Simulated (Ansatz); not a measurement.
# B2NH2OF (SMILES OB1NB1F): B3LYP/6-31G(d) (Cartesian functions)

Aim: the vertical ionisation energy of B2NH2OF at B3LYP/6-31G* (Cartesian functions), from 2 runs. 

The results are computed with Ansatz 0.2.0.

127 further runs of the same task are left out: 127 set aside as unsound or not needed.

### 1 The system as given

B2NH2OF has 7 atoms, charge 0, and is taken as a singlet. As SMILES, `OB1NB1F`. The coordinates come from a PBE0-D4/def2-TZVP relaxation. This is one conformer, not always the lowest.

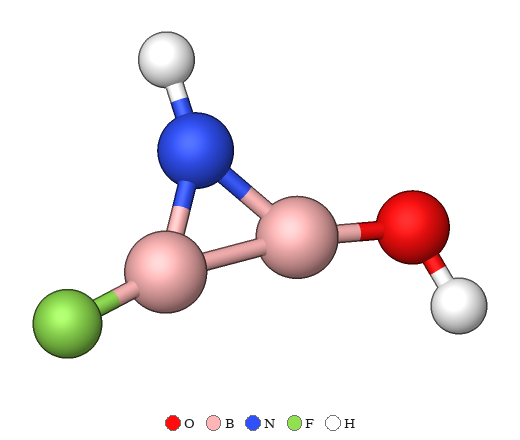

The structure, seen from a chosen angle (oxygen red, boron pink, nitrogen blue, fluorine green, hydrogen white).

### 2 A single-point energy at B3LYP/6-31G(d) (Cartesian functions)

File molecule.yaml:

```yaml
crystal:
  periodic: [false, false, false]
  atoms:
    - {symbol: O, position_ang: [-1.276700, 0.176400, 1.308100]}
    - {symbol: B, position_ang: [-0.379000, 0.150200, 0.304200]}
    - {symbol: N, position_ang: [0.632200, -0.768200, -0.094800]}
    - {symbol: B, position_ang: [0.587000, 0.339700, -0.954100]}
    - {symbol: F, position_ang: [1.250000, 0.724100, -2.025300]}
    - {symbol: H, position_ang: [-1.829400, 0.960200, 1.293400]}
    - {symbol: H, position_ang: [1.077200, -1.650400, 0.122900]}
basis:
  gaussian:
    orbitals: "6-31G*"
hamiltonian:
  xc: {name: B3LYP}
accuracy: high
output: {orbitals: {seedname: orbitals}}
```

On the command line:

```console
ansatz run molecule.yaml --threads 1 --pin off --max-ram 3480MiB --events-out events.jsonl --progress --plain --runs-dir runs
```

Log:

```text
Warning: RAYON_NUM_THREADS=1 ignored (pool sized by the plan → 1); use --threads N
Functional definition: B3LYP
  name "B3LYP"
  parameter a0 = 0.2
  parameter ax = 0.72
  parameter ac = 0.81
  exchange = (1 - a0 - ax)*slater_x + ax*b88_x + a0*exact_x
  correlation = (1 - ac)*vwn_rpa_c + ac*lyp_c
1666 factors; integrals over basis functions are off by at most 3.7e-9 eV
mean field evaluation 1: about -7634.0223 eV, gradient 6.6e1 eV
mean field evaluation 2: about -7624.6230 eV, gradient 9.4e1 eV
mean field evaluation 4: about -7641.6781 eV, gradient 3.4e0 eV
mean field evaluation 8: about -7641.7920 eV, gradient 5.2e-1 eV
mean field evaluation 16: about -7641.7927 eV, gradient 6.1e-5 eV
mean field -7641.79266704 eV, -280.8307007205 hartree, gradient 3.0e-8 eV, S^2 0.000000; 0 other end points of the search recorded, 0 dependent functions left out
reference -7641.79269743 eV, -280.8307018375 hartree; 18, 18 occupied and 61, 61 virtual orbitals, 1666 factors
Total energy: -7641.79269743 eV, -280.8307018375 hartree
```

Run time: 5.1 s. Hardware: 1 thread of Arm Neoverse V2, shared host; peak memory 0.22 GiB.

### 3 The doublet cation at the same level

molecule.yaml, as its differences from that of step 2:

```diff
@@ -11,7 +11,7 @@
 basis:
-  gaussian:
-    orbitals: "6-31G*"
-hamiltonian:
-  xc: {name: B3LYP}
+  gaussian: {orbitals: "6-31G*"}
 accuracy: high
+magnetization: {spin_polarized: true, initial_magnetization: 1}
+total_charge: 1
 output: {orbitals: {seedname: orbitals}}
+hamiltonian: {xc: {name: B3LYP}}
```

On the command line:

```console
ansatz run molecule.yaml --threads 1 --pin off --max-ram 3480MiB --events-out events.jsonl --progress --plain --runs-dir runs
```

Log, shortened:

```text
Warning: RAYON_NUM_THREADS=1 ignored (pool sized by the plan → 1); use --threads N
[... 7 set-up lines as earlier in the session ...]
1666 factors; integrals over basis functions are off by at most 3.7e-9 eV
mean field evaluation 1: about -7617.0985 eV, gradient 6.7e1 eV
mean field evaluation 2: about -7577.9661 eV, gradient 1.2e2 eV
mean field evaluation 4: about -7631.8066 eV, gradient 9.2e0 eV
mean field evaluation 8: about -7632.2029 eV, gradient 7.3e-1 eV
mean field evaluation 16: about -7632.2057 eV, gradient 9.9e-4 eV
mean field evaluation 32: about -7632.2057 eV, gradient 9.3e-8 eV
mean field -7632.20566266 eV, -280.4783848080 hartree, gradient 9.3e-8 eV, S^2 0.752117; 2 other end points of the search recorded, 0 dependent functions left out
reference -7632.20569168 eV, -280.4783858745 hartree; 18, 17 occupied and 61, 62 virtual orbitals, 1666 factors
Total energy: -7632.20569168 eV, -280.4783858745 hartree
```

It took 11 s on 1 thread of Arm Neoverse V2, shared host; peak memory 0.31 GiB.

### 4 What came out

Level: B3LYP/6-31G* (Cartesian functions).

| quantity | value |
| --- | --- |
| singlet B2NH2OF: total energy | -280.83070 Eh |
| singlet B2NH2OF: HOMO energy | -6.67 eV |
| singlet B2NH2OF: LUMO energy | 0.62 eV |
| singlet B2NH2OF: HOMO–LUMO gap | 7.29 eV |
| doublet cation: total energy | -280.47839 Eh |
| doublet cation: HOMO energy (highest over α and β) | -15.56 eV |
| doublet cation: LUMO energy (lowest over α and β) | -12.44 eV |
| doublet cation: ⟨S²⟩ | 0.752 |
| vertical ionisation energy (to the doublet cation) | 9.587 eV |

What this shows: Removing an electron at fixed nuclei costs 9.59 eV (221 kcal/mol). The negative HOMO energy of the first species, 6.67 eV, lies 2.92 eV below that difference.
